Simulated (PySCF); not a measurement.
## Electronic structure of CH$_{13}$NSi$_{4}$ (SMILES [SiH3]C[SiH2][SiH2]N[SiH3]) in real space

Input

```
{"job": {"kind": "uv", "xc": "CAM-B3LYP", "basis": "def2-SVPD", "nstates": 8, "ntriplets": 3}, "charge": 0, "multiplicity": 1}
Si    -1.885505     1.457868    -0.746370
C     -2.271216    -0.331242    -0.244840
Si    -0.900248    -1.230788     0.730470
Si     0.974229    -1.534807    -0.572740
N      2.289877    -0.577171     0.043301
Si     2.363629     1.122219     0.358560
H     -2.997691     1.997415    -1.539245
H     -0.660311     1.497781    -1.549441
H     -1.724494     2.291643     0.446986
H     -3.189071    -0.341191     0.343503
H     -2.490035    -0.907394    -1.145622
H     -0.697381    -0.491918     1.987453
H     -1.468459    -2.526671     1.157544
H      1.518507    -2.902852    -0.550851
H      0.761215    -1.222367    -2.001607
H      3.195773    -1.001324    -0.077380
H      2.515352     1.911578    -0.870788
H      1.116745     1.481417     1.029449
H      3.539280     1.317053     1.209320
```

Command:

```sh
OMP_NUM_THREADS=1 python probes_run.py task.json out
```

Geometry: GFN2-xTB.

All numbers below come from CAM-B3LYP/def2-SVPD, SCF density, gas phase in PySCF.

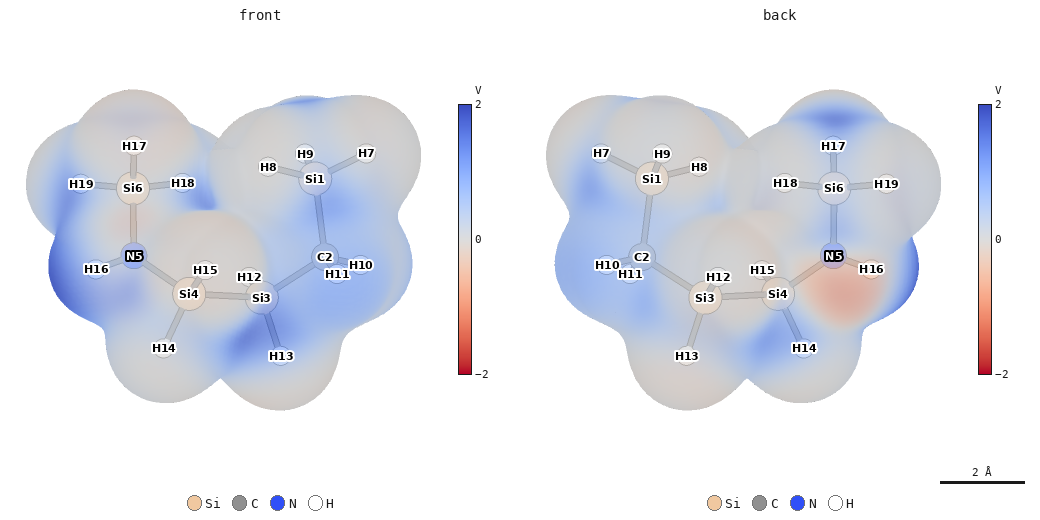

Figure 1. The molecular electrostatic potential painted on the density surface at 0.002 e/bohr³, seen from the front and from behind; red is negative and blue positive.

> Where is the surface potential most negative and most positive?

The most negative region (about −0.7 V) lies over N5, the most positive (about +1.7 V) over H16.

> How polar is the molecule by this calculation?

Its dipole moment is 0.52 D.

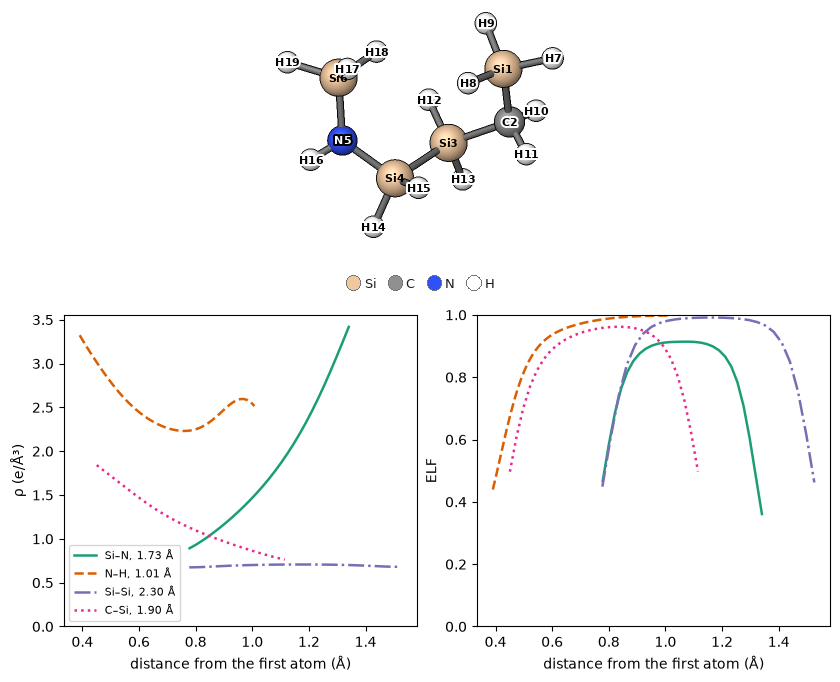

Figure 2. Electron density and electron localisation function along straight lines between neighbouring atoms. The curves leave out the atomic cores. The structure is drawn too.

> Compare the contacts.

Si–N (1.73 Å): ρ at the midpoint is about 1.1 e/Å³; the ELF peaks at about 0.90 between the atoms: a polar covalent bond.
N–H (1.01 Å): ρ is about 2.8 e/Å³ halfway; the ELF climbs to about 1 towards the hydrogen, as it does in any bond to H (a covalent bond by its length).
Si–Si (2.30 Å): the density is about 0.71 e/Å³ at the midpoint; the ELF peaks at about 1 between the atoms, as expected for localised, covalent bonding.
C–Si (1.90 Å): ρ is about 0.92 e/Å³ halfway; the ELF peaks at about 0.95 between the atoms (a covalent bond).
